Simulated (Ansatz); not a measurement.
# CH6B2O (SMILES BB(C)O) at CAM-B3LYP/def2-SVP

What is the vertical singlet–triplet gap of CH6B2O at CAM-B3LYP/def2-SVP? 

The calculation is run with Ansatz 0.2.0.

69 further runs of the same task are left out: 69 set aside as unsound or not needed.

**1. The structure to begin with**

The species is CH6B2O (10 atoms), meant as a singlet with charge 0. As SMILES, `BB(C)O`. The coordinates come from a PBE0-D4/def2-TZVP relaxation. This is one conformer, not always the lowest.

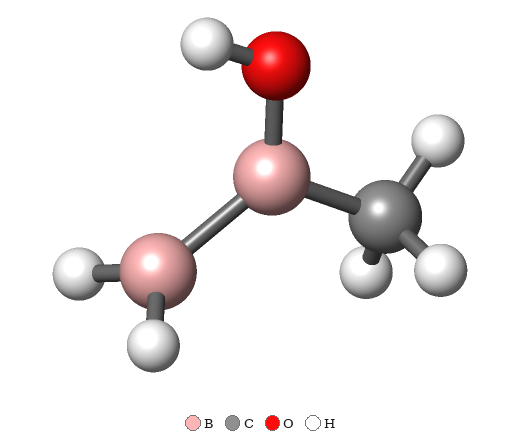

Viewed from a chosen angle; boron pink, carbon grey, oxygen red, hydrogen white.

**2. The energy at CAM-B3LYP/def2-SVP**

run.yaml

```yaml
crystal:
  periodic: [false, false, false]
  atoms:
    - {symbol: B, position_ang: [-1.157400, 0.826800, -0.622100]}
    - {symbol: B, position_ang: [0.289400, 0.045900, -0.271000]}
    - {symbol: C, position_ang: [0.377300, -0.834700, 1.032200]}
    - {symbol: O, position_ang: [1.432600, 0.117800, -1.017900]}
    - {symbol: H, position_ang: [-2.010400, 0.312100, -1.292200]}
    - {symbol: H, position_ang: [-1.440400, 1.898900, -0.162200]}
    - {symbol: H, position_ang: [-0.546500, -1.371000, 1.265900]}
    - {symbol: H, position_ang: [1.200400, -1.552500, 0.975700]}
    - {symbol: H, position_ang: [0.572700, -0.174500, 1.886700]}
    - {symbol: H, position_ang: [1.365300, 0.679800, -1.792300]}
basis:
  gaussian:
    orbitals: def2-SVP
total_charge: 0
output:
  orbitals: {seedname: orbitals}
accuracy: high
hamiltonian:
  xc: {name: CAM-B3LYP}
```

On the command line:

```
ansatz run run.yaml --threads 1 --pin off --max-ram 3480MiB --events-out events.jsonl --progress --plain --runs-dir runs
```

What it wrote:

```text
Warning: RAYON_NUM_THREADS=1 ignored (pool sized by the plan → 1); use --threads N
Functional definition: CAM-B3LYP
  name "CAM-B3LYP"
  parameter alpha = 0.19
  parameter beta = 0.46
  parameter omega = 0.33/bohr
  parameter ac = 0.81
  exchange = (1 - alpha - beta)*b88_x + beta*b88_x_sr(omega) + alpha*exact_x + beta*exact_x_lr(omega)
  correlation = (1 - ac)*vwn5_c + ac*lyp_c
2073 factors; integrals over basis functions are off by at most 3.2e-9 eV
422 factors; integrals over basis functions are off by at most 2.3e-9 eV
mean field evaluation 1: about -4523.6376 eV, gradient 5.1e1 eV
mean field evaluation 2: about -4523.0381 eV, gradient 5.6e1 eV
mean field evaluation 4: about -4528.9862 eV, gradient 1.8e0 eV
mean field evaluation 8: about -4528.9938 eV, gradient 5.1e-2 eV
mean field evaluation 16: about -4528.9938 eV, gradient 1.5e-5 eV
mean field -4528.99379384 eV, -166.4374520614 hartree, gradient 6.8e-8 eV, S^2 0.000000; 0 other end points of the search recorded, 0 dependent functions left out
reference -4528.99381437 eV, -166.4374528160 hartree; 15, 15 occupied and 71, 71 virtual orbitals, 2073 factors
Total energy: -4528.99381437 eV, -166.4374528160 hartree
```

Wall time 6.6 s (1 thread of Arm Neoverse V2, shared host); peak memory 0.3 GiB.

**3. The triplet at the same level**

Changes to run.yaml since step 2:

```diff
@@ -16,7 +16,8 @@
     orbitals: def2-SVP
-total_charge: 0
-output:
-  orbitals: {seedname: orbitals}
-accuracy: high
+magnetization:
+  spin_polarized: true
+  initial_magnetization: 2
 hamiltonian:
   xc: {name: CAM-B3LYP}
+accuracy: high
+output: {orbitals: {seedname: orbitals}}
```

On the command line:

```
ansatz run run.yaml --threads 1 --pin off --max-ram 3480MiB --events-out events.jsonl --progress --plain --runs-dir runs
```

What it wrote, cut to the lines that bear on the results:

```text
Warning: RAYON_NUM_THREADS=1 ignored (pool sized by the plan → 1); use --threads N
[... 2 set-up lines as earlier in the session ...]
[...]
2073 factors; integrals over basis functions are off by at most 3.2e-9 eV
422 factors; integrals over basis functions are off by at most 2.3e-9 eV
[...]
mean field -4525.36481008 eV, -166.3040893679 hartree, gradient 7.9e-8 eV, S^2 2.004430; 2 other end points of the search recorded, 0 dependent functions left out
reference -4525.36483014 eV, -166.3040901052 hartree; 16, 14 occupied and 70, 72 virtual orbitals, 2073 factors
Total energy: -4525.36483014 eV, -166.3040901052 hartree
```

It took 16 s on 1 thread of Arm Neoverse V2, shared host; peak memory 0.41 GiB.

**4. Results**

At CAM-B3LYP/def2-SVP:

```
                                        quantity          value
                           singlet: total energy  -166.43745 Eh
                            singlet: HOMO energy       -8.99 eV
                            singlet: LUMO energy       -0.62 eV
                          singlet: HOMO–LUMO gap        8.37 eV
                           triplet: total energy  -166.30409 Eh
     triplet: HOMO energy (highest over α and β)       -5.51 eV
      triplet: LUMO energy (lowest over α and β)       -4.18 eV
                                   triplet: ⟨S²⟩          2.004
vertical energy of the triplet above the singlet       3.629 eV
```

**Reading.** At this shape the triplet lies 3.63 eV (350 kJ/mol) above the singlet.
